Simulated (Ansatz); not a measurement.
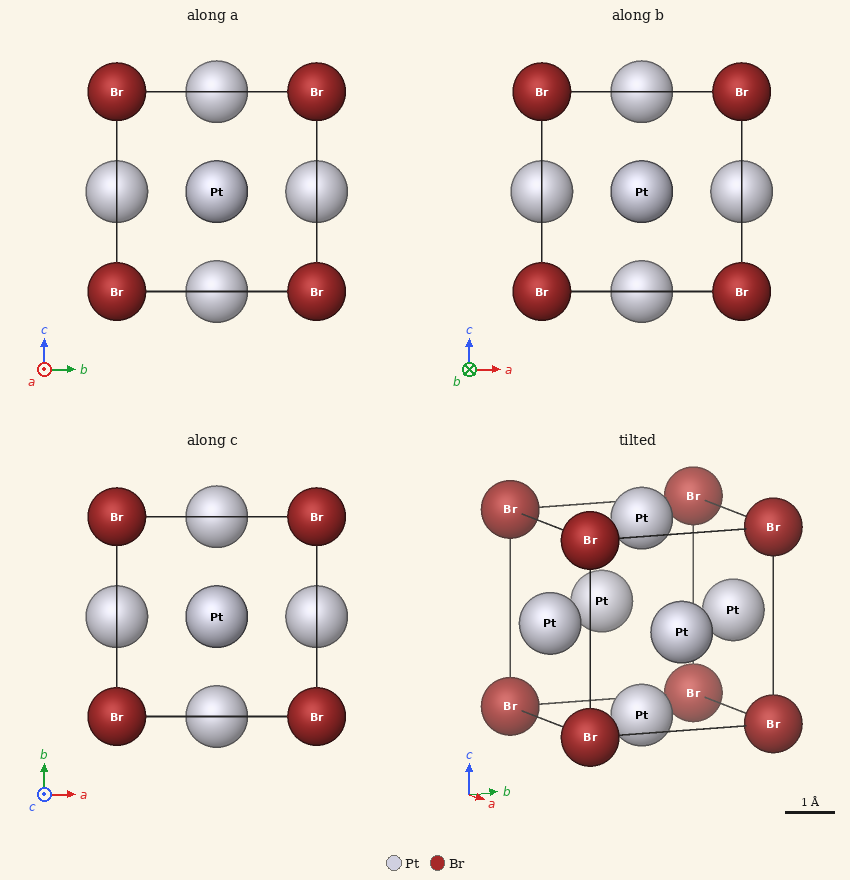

View along the a axis, along the b axis, along the c axis and slightly off an axis, drawn as a spheres-only model. The frame is the conventional unit cell; atoms at its boundary are shown with their periodic copies.

Lattice parameters: a = 4.0904 Å, b = 4.0904 Å, c = 4.0904 Å, α = 90.000°, β = 90.000°, γ = 90.000°.

Q: Convert the drawing into a CIF in P1 with every atom of the cell.

A:
```cif
data_structure
_symmetry_space_group_name_H-M 'P 1'
_symmetry_Int_Tables_number 1
_cell_length_a 4.0904
_cell_length_b 4.0904
_cell_length_c 4.0904
_cell_angle_alpha 90.000
_cell_angle_beta 90.000
_cell_angle_gamma 90.000
_cell_volume 68.44
loop_
_atom_site_label
_atom_site_type_symbol
_atom_site_fract_x
_atom_site_fract_y
_atom_site_fract_z
_atom_site_occupancy
Pt1 Pt 0.5000 0.5000 0.0000 1
Pt2 Pt 0.5000 0.0000 0.5000 1
Pt3 Pt 0.0000 0.5000 0.5000 1
Br1 Br 0.0000 0.0000 0.0000 1
```

Its origin is a structure type filled with these elements by a generator (whether the compound takes this form wasn't checked). This is the structure after a relaxation with Ansatz 0.2.0, DFT PBE, scalar-relativistic, plane waves, PAW.
